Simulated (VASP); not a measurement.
Band structure of AlN (zinc blende). Method: RPBE GGA, VASP's PBE PAW potentials (set 64) (plane waves; VASP 6.6.1).

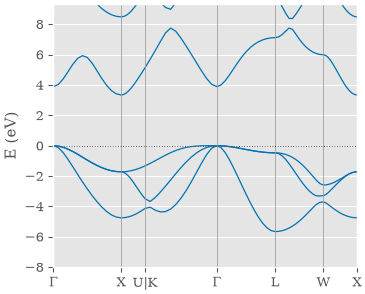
Bands along high-symmetry lines, zero at the valence-band maximum or, without a gap, the Fermi level

Q: Read the plot: is there a gap, and where are the band edges?

A: The gap is indirect, 3.34 eV, from the valence maximum at Γ to the conduction minimum at X. (Edges off the drawn lines would not show.)

Measured: gap 5.34 eV (computed value off by -2.00 eV), as given by Daiki Deguchi et al., Japanese Journal of Applied Physics (2016), arXiv:1512.06930.

The compound is AlN in the zinc blende structure, a metastable form; wurtzite is the usual one. It was relaxed first.
